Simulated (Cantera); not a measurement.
Charge: 1 mol Si, 0.0013 mol O2, 110 mol N2, equilibrated at 2.20 mbar.

Equilibrium computed with Cantera from the NASA thermochemical tables; the gas is ideal and each condensed phase is pure. Candidate condensed phases: Si, SiO2, Si2N2O, Si3N4; 16 gas species. The tables' values for SiN are old estimates; treat these amounts as uncertain. The numbers say what is thermodynamically allowed, not how fast it happens.

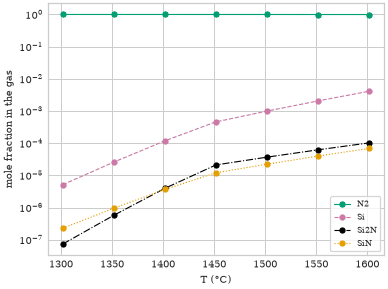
Equilibrium gas composition (values under 1e-9 drawn at 1e-9)

**Question.** Read off the mole fractions at 1502 °C.

**Answer.** N2 about 1.00, Si about 0.00100, Si2N about 3.7e-5, SiN about 2.2e-5.
